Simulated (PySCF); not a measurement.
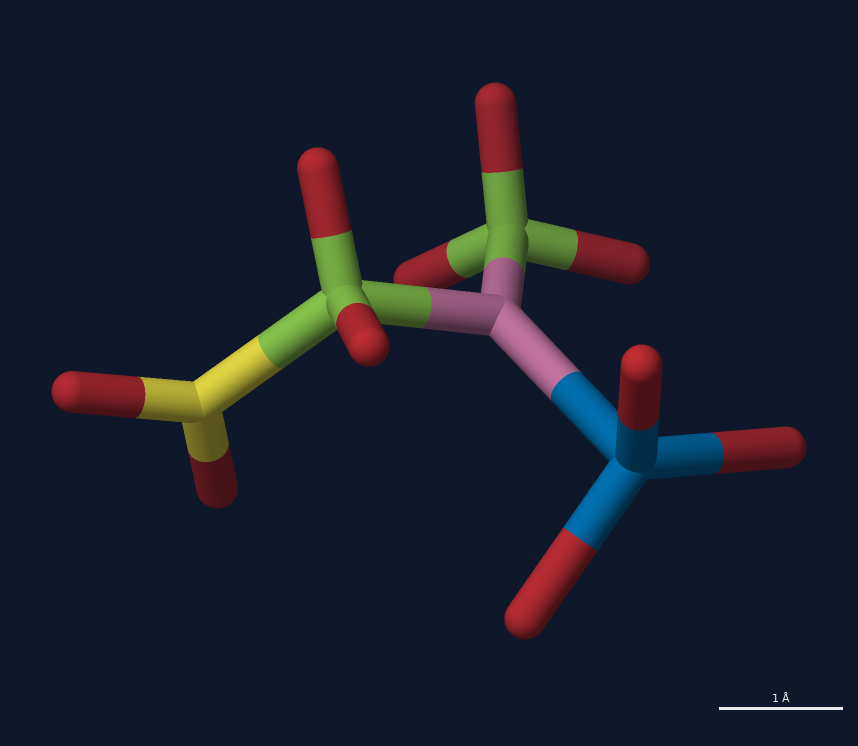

The picture shows a molecular structure as a stick model. Colours: boron yellow, carbon green, oxygen pink, aluminium blue, hydrogen red.

Computed geometry: GFN2-xTB optimisation. No frequency run is at hand to confirm it as a minimum.

Give the formula.

Answer. C₂H₁₀AlBO, 15 atoms: 2 carbon, 10 hydrogen, 1 aluminium, 1 boron and 1 oxygen.

How many bonds of each kind are drawn?

Answer. 5 C–H, 3 Al–H, 2 C–O, 2 B–H, 1 C–B, 1 Al–O.

Give the symmetry (Schoenflies symbol).

Answer. C1.

Name some functional groups or characteristic bonds that it holds.

Answer. Among them: B–H bond.

More results for the same structure follow; atom numbers are the same in all pictures, views and colours differ.

**Core levels**

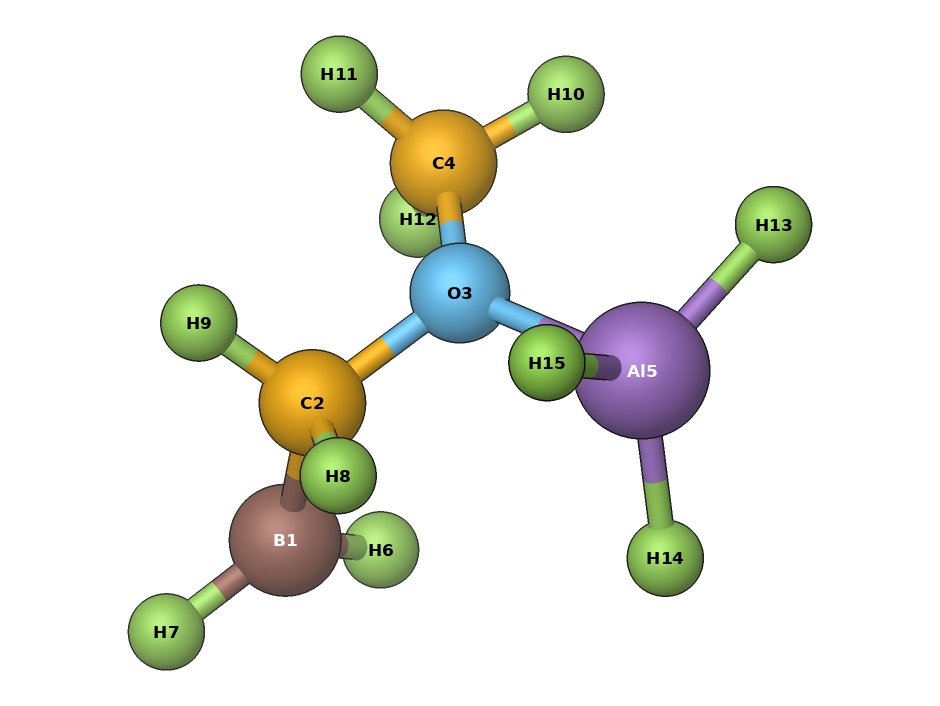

No frequency run is at hand to confirm it as a minimum. Properties computed with delta-SCF UKS SCAN, pcX-2 on the ionised atom, pcseg-1 elsewhere, spin-free X2C (PySCF 2.14.0).

Give the core-electron binding energies (to vacuum; p and d levels without spin–orbit splitting) of B1 1s, C2 1s, O3 1s, C4 1s, Al5 1s, Al5 2p.

```csv
atom,level,binding energy (eV)
B1,1s,195.8
C2,1s,292.7
O3,1s,540.4
C4,1s,293.3
Al5,1s,1565.4
Al5,2p,79.1
```

**Electronic properties**

No frequency run is at hand to confirm it as a minimum. Method: CAM-B3LYP/def2-SVPD, gas phase (PySCF 2.14.0). Excitations: vertical, linear response.

What is the mean static polarisability?

Answer. 74.6 bohr³.

Give the lowest vertical singlet excitation at this level.

Answer. 5.11 eV.

Estimate the LUMO energy (Kohn–Sham orbital).

Answer. −0.98 eV.

What is the brightest of the 8 lowest singlets?

Answer. 7.23 eV.

**Dipole moment**

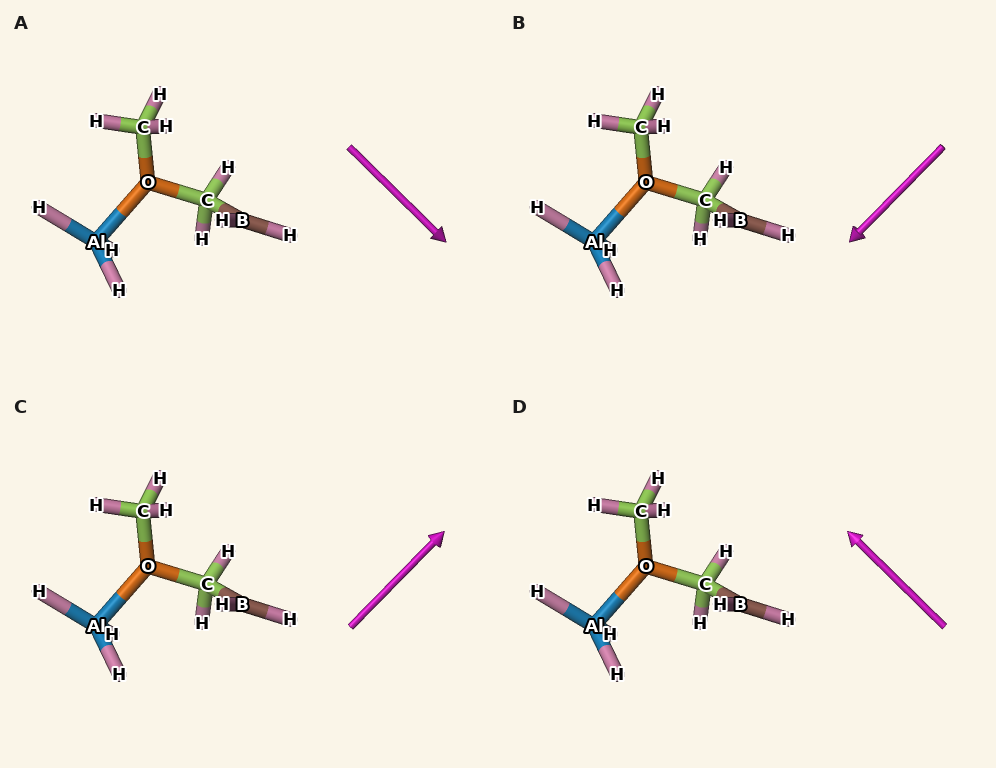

The same molecule four times, each with an arrow. No frequency run is at hand to confirm it as a minimum. Level of theory: CAM-B3LYP/def2-SVPD, gas phase (PySCF 2.14.0).

Which arrow points along the dipole moment, from the negative to the positive end?

Answer. C. The dipole moment is 5.13 D.

The geometry is semi-empirical. Around Al, B such bond lengths and angles can be off by a tenth of an ångström or more and by several degrees, and values that hang on the shape move with them.
